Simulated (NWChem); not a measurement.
# One shape, several levels: P2H4 (diphosphine)

Aim: a comparison of 3 runs (SVWN5/aug-cc-pVDZ, TPSS/aug-cc-pVDZ, MP2/aug-cc-pVDZ) of P2H4 (diphosphine). 

The calculation is run with NWChem 7.3.0.

**1. The system as given**

P2H4 has 6 atoms, charge 0, and is taken as a singlet. As SMILES, `PP`. One bond was lengthened or shortened from a relaxed shape.

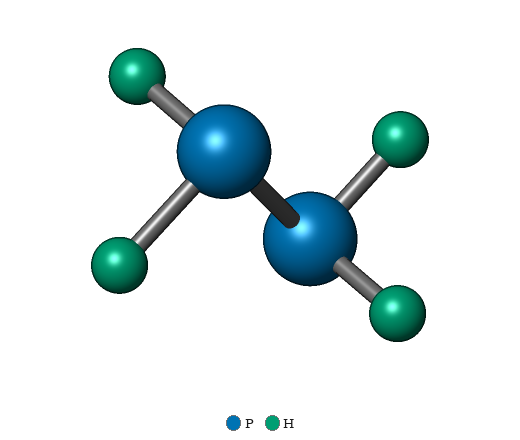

Viewed from a chosen angle; phosphorus blue, hydrogen teal.

**2. A single-point energy at SVWN5/aug-cc-pVDZ (run 1)**

h4p2.xyz reads:

```xyz
6
H4P2 energy
P      0.505674    -0.997187     0.069583
P     -0.224626     1.100713     0.229983
H     -0.356426    -1.469987     1.096883
H     -0.572100    -1.392900    -1.094900
H      0.643374     1.576213    -0.791017
H      0.706974     1.441213     1.248883
```

h4p2.nw reads:

```
start h4p2
title "H4P2 energy"
memory stack 880 mb heap 220 mb global 1100 mb

geometry noautosym nocenter noautoz
  load format xyz h4p2.xyz
end

basis spherical bse
  * library aug-cc-pVDZ
end

dft
  xc slater vwn_5
  mult 1
  grid fine
  convergence energy 1e-08
  iterations 100
  mulliken
  print low
end

task dft energy
```

Command:

```sh
$ nwchem h4p2.nw > h4p2.out
```

Output:

```text
[...]
 d= 0,ls=0.0,diis     1   -682.5057316831 -7.70D+02  8.95D-03  3.32D-01     4.7
[...]
 d= 0,ls=0.0,diis    10   -682.5285784197 -1.55D-09  2.27D-07  3.57D-10    30.8
         Total DFT energy =     -682.528578419689
      One electron energy =    -1120.743374266598
           Coulomb energy =      395.751019973414
    Exchange-Corr. energy =      -45.265055901685
 Nuclear repulsion energy =       87.728831775181
[...]
      Total Density - Mulliken Population Analysis
     ---------------------------------------------
    Atom       Charge   Shell Charges
 -----------   ------   -------------------------------------------------------
    1 P   15    15.56   2.00  2.07  0.92  0.87  0.08  6.02  1.75  1.61  0.06  0.11  0.08
    2 P   15    15.65   2.00  2.07  0.91  0.83  0.08  6.02  1.81  1.67  0.06  0.12  0.08
    3 H    1     0.65   0.68 -0.04 -0.01  0.02 -0.00
    4 H    1     0.80   0.62  0.16  0.00  0.01  0.00
    5 H    1     0.67   0.68 -0.04 -0.01  0.02  0.01
    6 H    1     0.67   0.68 -0.03 -0.01  0.02  0.01
[...]
```

Run time: 32 s. Hardware: 1 thread of Intel Xeon Platinum 8259CL at 2.50GHz (Skylake/Cascade Lake), shared host; peak memory 0.12 GiB.

**3. The energy at TPSS/aug-cc-pVDZ (run 2)**

h4p2.xyz, as its differences from that of step 2:

```diff
@@ -1,3 +1,3 @@
 6
-H4P2 energy
+
 P      0.505674    -0.997187     0.069583
```

run.py reads:

```python
from ase.io import read
from ase.calculators.nwchem import NWChem

mol = read('h4p2.xyz')

calc = NWChem(
    label='h4p2',
    theory='dft',
    memory='2200 mb',
    basis='aug-cc-pVDZ',
    basispar='spherical bse',
    dft={'xc': 'xtpss03 ctpss03', 'mult': '1', 'grid': 'fine', 'convergence': 'energy 1e-08', 'iterations': '100', 'mulliken': None},
    task='energy',
)
mol.calc = calc

print(f"energy = {mol.get_potential_energy():.6f} eV")
print("dipole (e A):", mol.get_dipole_moment().round(4))
```

Command:

```sh
$ export ASE_NWCHEM_COMMAND="nwchem PREFIX.nwi > PREFIX.nwo"
$ python run.py
```

Output:

```text
energy = -18643.663304 eV
dipole (e A): [0.0285 0.0203 0.0396]
```

The calculator wrote h4p2.nwi:

```
title "h4p2"

permanent_dir h4p2

scratch_dir h4p2

start h4p2

geometry units angstrom nocenter noautosym noautoz
  P  5.0567399999999996e-01 -9.9718700000000005e-01 6.9583000000000006e-02
  P  -2.2462599999999999e-01 1.1007130000000001e+00 2.2998299999999999e-01
  H  -3.5642600000000002e-01 -1.4699869999999999e+00 1.0968830000000001e+00
  H  -5.7210000000000005e-01 -1.3929000000000000e+00 -1.0949000000000000e+00
  H  6.4337400000000000e-01 1.5762130000000001e+00 -7.9101699999999997e-01
  H  7.0697399999999999e-01 1.4412130000000001e+00 1.2488830000000000e+00
end

memory 2200 mb

basis spherical bse noprint
   * library aug-cc-pVDZ
end

dft
  xc xtpss03 ctpss03
  mult 1
  grid fine
  convergence energy 1e-08
  iterations 100
  mulliken
end

task dft energy
```

h4p2.nwo:

```text
Northwest Computational Chemistry Package (NWChem) 7.3.0
             --------------------------------------------------------

           Job information
           ---------------

    nwchem branch   = 7.3.0
    use scalapack   = T
    input           = h4p2.nwi
    prefix          = h4p2.
    data base       = h4p2/h4p2.db
    status          = startup
    nproc           =        1

           Memory information
           ------------------

    heap     =     72089600 doubles =      550.0 Mbytes
    stack    =     72089597 doubles =      550.0 Mbytes
    global   =    144179200 doubles =     1100.0 Mbytes (distinct from heap & stack)
    total    =    288358397 doubles =     2200.0 Mbytes
    verify   = yes
    hardfail = no

[... 94 lines left out ...]
  convergence criterion.
[... 18 lines left out ...]
          Convergence on density requested:  1.00D-05
[... 20 lines left out ...]
          Convergence Information
[... 59 lines left out ...]
   convergence    iter        energy       DeltaE   RMS-Dens  Diis-err    time
[... 13 lines left out ...]
           Coulomb energy =      395.846085119891
[... 7 lines left out ...]
                       DFT Final Molecular Orbital Analysis
[... 661 lines left out ...]
 center of mass
 --------------
 x =   0.26150277 y =   0.09630207 z =   0.27902835

 moments of inertia (a.u.)
 ------------------
         292.322465895732          72.714071240799           4.443027370481
          72.714071240799          52.035342634765         -20.228763194364
           4.443027370481         -20.228763194364         308.839785788195

     Multipole analysis of the density
     ---------------------------------

     L   x y z        total         alpha         beta         nuclear
     -   - - -        -----         -----         ----         -------
     0   0 0 0     -0.000000    -17.000000    -17.000000     34.000000

     1   1 0 0      0.053877     -4.354903     -4.354903      8.763684
[... 8 lines of this table left out ...]
     2   0 0 2    -20.546953    -20.010670    -20.010670     19.474387

 Task  times  cpu:       35.3s     wall:       35.3s
 Total times  cpu:       35.3s     wall:       35.3s
```

Wall time 37 s (1 thread of Intel Xeon Platinum 8259CL at 2.50GHz (Skylake/Cascade Lake), shared host); peak memory 0.12 GiB.

**4. A single-point energy at MP2/aug-cc-pVDZ (run 3)**

nw.nw reads:

```
start nw
memory 2200 mb

geometry units angstroms noautosym nocenter noautoz
P      0.505674    -0.997187     0.069583
P     -0.224626     1.100713     0.229983
H     -0.356426    -1.469987     1.096883
H     -0.572100    -1.392900    -1.094900
H      0.643374     1.576213    -0.791017
H      0.706974     1.441213     1.248883
end

basis spherical bse
* library aug-cc-pVDZ
end

scf
thresh 1e-08
maxiter 80
end

mp2
freeze core 10
tight
end

task mp2 energy
```

Command:

```sh
$ nwchem nw.nw > nw.out
```

Output:

```text
[...]
  functions       =    90
[...]
  wavefunction    = RHF
[...]
         Total SCF energy =   -683.782728145182
      One-electron energy =  -1120.400389494687
      Two-electron energy =    348.888829574324
 Nuclear repulsion energy =     87.728831775181
        Time for solution =     48.7s
[...]
          Total MP2 energy          -684.050224120318
[...]
```

It took 59 s on 1 thread of Intel Xeon Platinum 8259CL at 2.50GHz (Skylake/Cascade Lake), shared host; peak memory 0.17 GiB.

**5. The series**

```csv
run,level,integration grid,iteration cap,energy (Eh),wall time
1,SVWN5/aug-cc-pVDZ,fine,100,-682.528578,32 s
2,TPSS/aug-cc-pVDZ,fine,100,-685.141995,37 s
3,MP2/aug-cc-pVDZ,–,80,-684.050224,59 s
```

**6. Results**

| quantity | value |
| --- | --- |
| run 3: total energy | -684.05022 Eh |
| run 3: HOMO energy (Hartree–Fock orbitals) | -9.32 eV |
| run 3: LUMO energy (Hartree–Fock orbitals) | 0.94 eV |
| run 3: HOMO–LUMO gap (Hartree–Fock orbitals) | 10.26 eV |
| run 3: correlation energy (10 core orbitals frozen) | -267.5 mEh |

**Reading.** Totals of different functionals can't be ranked against each other. All runs together took 2.1 min, the longest 59 s.
